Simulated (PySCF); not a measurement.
## Electronic structure of C$_{5}$H$_{13}$NO$_{2}$Si$_{2}$ in real space

```xyz
23

N     4.6904    0.2915    0.3275
Si    3.1636    1.0955    0.3774
Si    1.6809   -0.5488   -0.1832
O     0.2810    0.2765   -0.0902
C    -0.9972   -0.1767   -0.3997
C    -2.0165    0.9700   -0.3434
C    -3.3584    0.2739   -0.1497
C    -3.0446   -1.0067    0.5979
O    -3.8494   -1.7468    1.0937
C    -1.5442   -1.1937    0.6046
H     5.5122    0.7967    0.6164
H     4.9197   -0.2899   -0.4618
H     3.1049    1.6044    1.7547
H     3.1057    2.3043   -0.4764
H     1.6172   -1.7466    0.6750
H     1.7999   -1.1333   -1.5369
H    -0.9863   -0.6242   -1.4037
H    -1.9810    1.5908   -1.2362
H    -1.7748    1.5939    0.5183
H    -3.7994   -0.0084   -1.1088
H    -4.0949    0.8712    0.3865
H    -1.2606   -2.2232    0.3921
H    -1.1732   -0.9433    1.6018
```

Geometry: GFN2-xTB.

These are results of PBE0/pcSseg-1, SCF density, gas phase, non-relativistic in PySCF 2.14.0, not measurements.

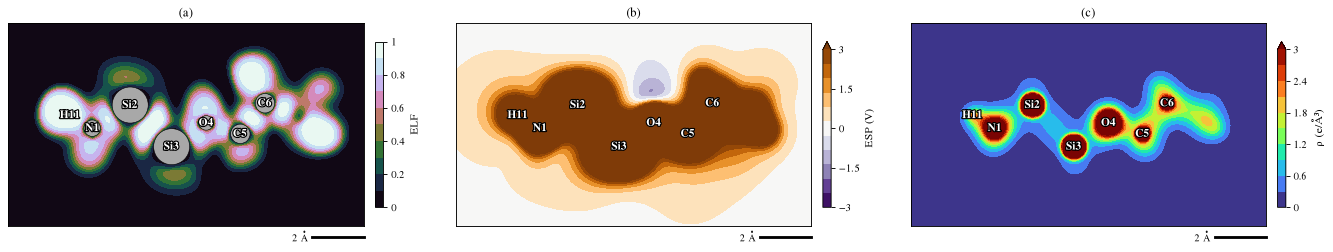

Figure 1. (a) electron localisation function; (b) molecular electrostatic potential; (c) total electron density on the plane of atoms Si3, O4 and C5. Grey discs cover the atomic cores in the ELF map.

### Read the bonding off the picture.

The plane passes through N, Si, O, C and H nuclei.
C–C (1.54 Å): ρ at the midpoint is about 1.7 e/Å³; the ELF peaks at about 0.95 between the atoms; localised, covalent bonding.
Si–O (1.63 Å): ρ at the midpoint is about 1.1 e/Å³; the ELF peaks at about 0.85 between the atoms (a polar covalent bond).
Si–N (1.73 Å): ρ at the midpoint is about 1.1 e/Å³; the ELF peaks at about 0.90 between the atoms; a shared but strongly polarised pair.
Si–Si (2.28 Å): ρ at the midpoint is about 0.72 e/Å³; the ELF peaks at about 1 between the atoms: a shared electron pair.
N–H (1.01 Å): ρ is about 2.8 e/Å³ halfway; the ELF climbs to about 1 towards the hydrogen, as it does in any bond to H; an ordinary covalent bond to hydrogen.
The ELF also peaks beside O4, away from the bonds: lone-pair regions.
Outside the dense part of the molecule the potential is most negative (−1.4 V) near O4.

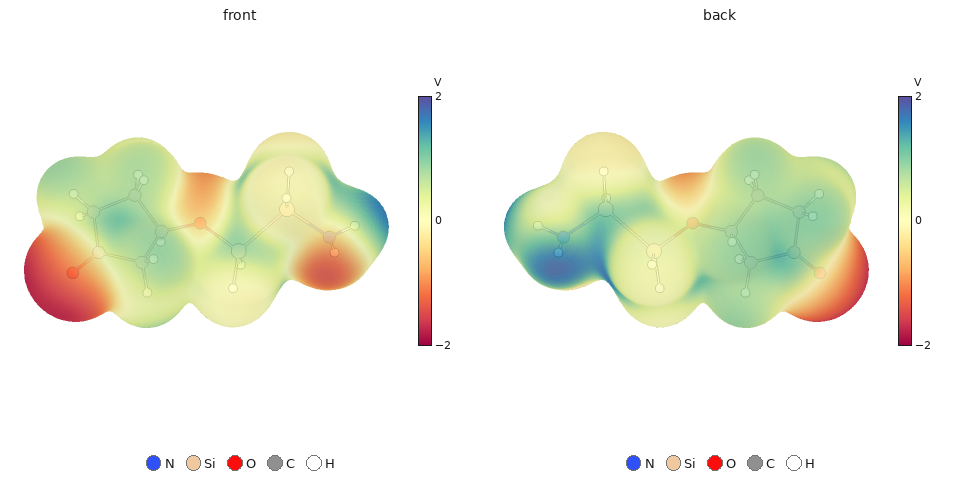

Figure 2. The molecular electrostatic potential painted on the density surface at 0.002 e/bohr³, seen from the front and from behind; red is negative and blue positive.

### Where is the surface potential most negative and most positive?

The most negative region (about −1.7 V, or −39 kcal/mol for a unit charge) lies over O9, the most positive (about +1.7 V, or +39 kcal/mol for a unit charge) over Si3, H11 and H12. O9 is the likeliest acceptor of a hydrogen bond.

### What dipole moment does the calculation give?

Its dipole moment is 3.46 D.
